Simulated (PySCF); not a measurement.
SMILES [SiH2](/C=C/[Si](Cl)(Cl)Cl)C (C3H7Cl3Si2) at its GFN2-xTB optimised geometry (Å):

```
15

Si    -0.2927    -3.0319     4.0803
Cl     0.4547    -2.0857     5.7092
Cl     0.3311    -4.9601     4.1144
Cl    -2.3122    -2.9951     4.1717
C      0.3050    -2.1855     2.5079
C     -0.4730    -1.6522     1.5669
Si     0.1474    -0.7968     0.0000
C     -0.5282     0.9776     0.0000
H      1.3789    -2.1360     2.3695
H     -1.5467    -1.7034     1.7073
H     -0.3644    -1.5379    -1.1600
H      1.6144    -0.7968     0.0000
H     -1.6144     0.9867     0.0261
H     -0.1743     1.5379     0.8612
H     -0.2173     1.5133    -0.8919
```

Calculation: B3LYP/def2-TZVP (PySCF).

Map of the electron localisation function on the plane z = 0.6 Å:

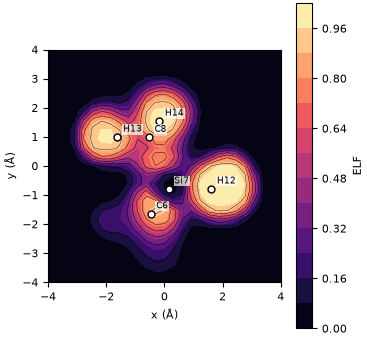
Electron localisation function on the plane z = 0.6 Å.
